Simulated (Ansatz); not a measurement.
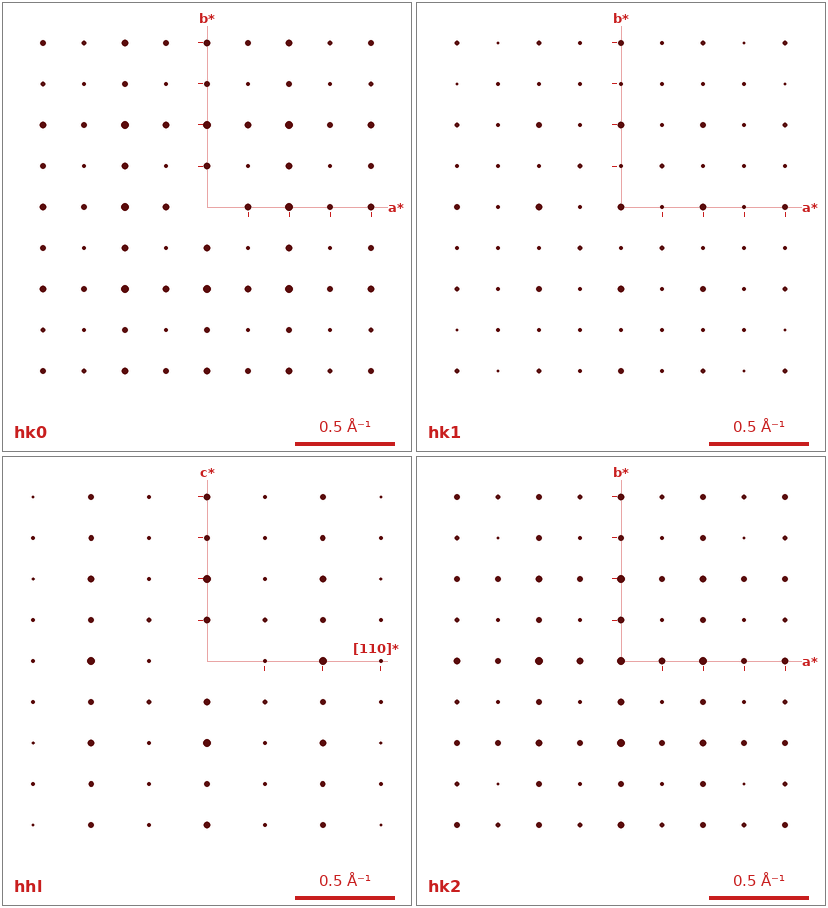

Four undistorted layers of reciprocal space, calculated for a single crystal (X-rays, kinematic |F|², B = 0.5 Å²). Tick marks count the reciprocal lattice steps of the conventional cell along each axis.

**What cell do the layers give?**

a* = 0.207, b* = 0.207, c* = 0.207 Å⁻¹; the cell is cubic with a = 4.82 Å.

**Which reflection conditions do the layers show?**

Reflections are present only under these conditions. hkl: no condition; hk0: no condition; hhl: no condition; h00: no condition. The lattice is primitive (P).

**Which space groups fit?**

The intensities have Laue symmetry m-3m (the hk0 layer shows 4mm, hk1 shows 4mm). With these conditions the candidates are P432 (No. 207), P-43m (No. 215), Pm-3m (No. 221). Diffraction geometry alone does not choose among them; the structure has Pm-3m. The compound is NiCl3. Structure: the input geometry of an electronic-structure calculation (not necessarily at equilibrium); the starting structure was generated, so it need not be a known form of this composition.
